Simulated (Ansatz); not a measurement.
CH₂FNOSn

The calculation's input:

```
crystal:
  periodic: [false, false, false]
  atoms:
    - {symbol: O, position_ang: [-0.221738, -2.869281, -0.931603]}
    - {symbol: C, position_ang: [-0.121538, -1.906785, -0.283816]}
    - {symbol: N, position_ang: [-0.020928, -0.958236, 0.449392]}
    - {symbol: Sn, position_ang: [0.157431, 1.031635, 0.318539]}
    - {symbol: F, position_ang: [-0.877091, 1.510008, -1.220140]}
    - {symbol: H, position_ang: [-0.618635, 1.696103, 1.665181]}
    - {symbol: H, position_ang: [1.763801, 1.428457, -0.043155]}
basis:
  gaussian: {orbitals: def2-TZVPP}
hamiltonian: {xc: pbe0, dispersion: d4}
output: {orbitals: {seedname: orbitals}}
```

Run with:

```sh
ansatz run in.yaml --threads 2 --pin off --events-out ev --progress --plain --max-ram 32768MiB --backend cpu
```

Geometry: PBE0-D4/def2-TZVP; core potentials replace the inner electrons of Sn.

The calculation used RKS PBE0-D4/def2-TZVPP (Ansatz).

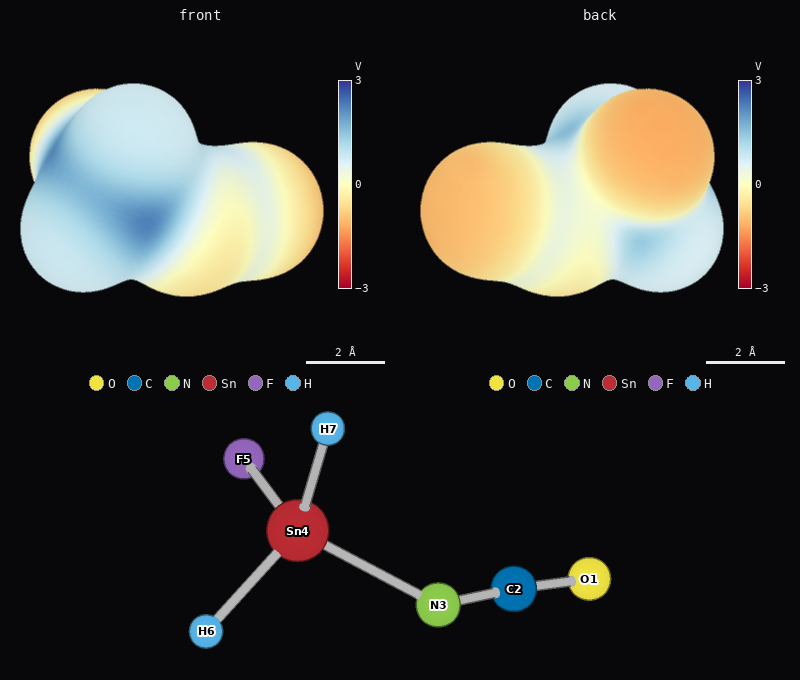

Figure 1. The electrostatic potential painted on the density surface at 0.001 e/bohr³, seen from the front and from behind; red is negative and blue positive. The bare structure is drawn below in the same view.

### Describe the electrostatic potential map.

The most negative region (about −1.2 V) lies over F5, the most positive (about +2.2 V) over Sn4.

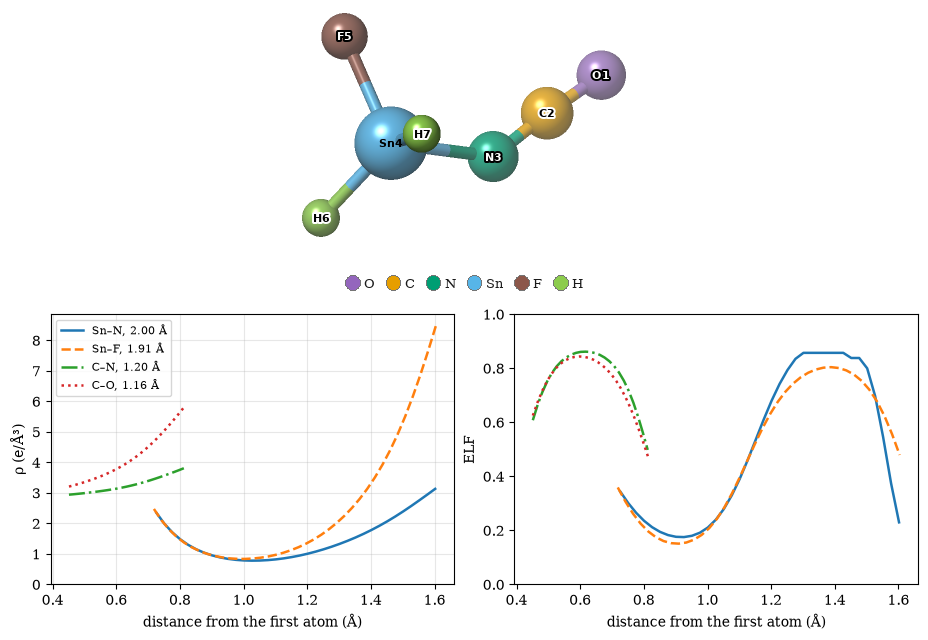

Figure 2. Electron density and ELF along straight lines between neighbouring atoms. The curves leave out the atomic cores. The structure is drawn too.

### Compare the contacts.

Sn–N (2.00 Å): ρ is about 0.79 e/Å³ halfway; the ELF peaks at about 0.85 in the valence shell of N, 0.7 Å from its nucleus, and drops to about 0.20 between the two atoms.
Sn–F (1.91 Å): the density is about 0.86 e/Å³ at the midpoint; the ELF peaks at about 0.80 in the valence shell of F, 0.5 Å from its nucleus, and drops to about 0.15 between the two atoms.
C–N (1.20 Å): ρ at the midpoint is about 3.1 e/Å³; the ELF peaks at about 0.85 between the atoms: a multiple bond.
C–O (1.16 Å): ρ is about 3.7 e/Å³ halfway; the ELF peaks at about 0.85 between the atoms: a multiple bond.

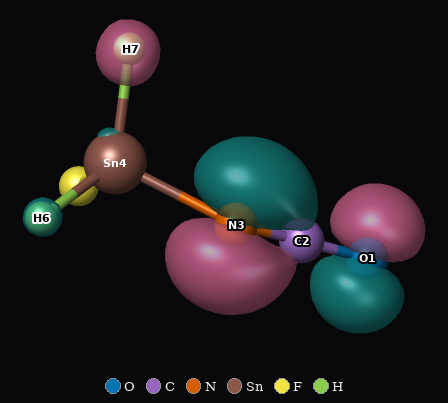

Figure 3. The HOMO at ±0.15 Å⁻³ᐟ² (teal and pink are the two phases), seen at an oblique angle.

### What is the character of this orbital?

By Hirshfeld shares it lies mainly on N3 (about 45 %), O1 (about 30 %), C2 (about 15 %) and Sn4 (about 5 %); largely a combination of lone pairs on N3 and O1. Its energy is −8.64 eV.
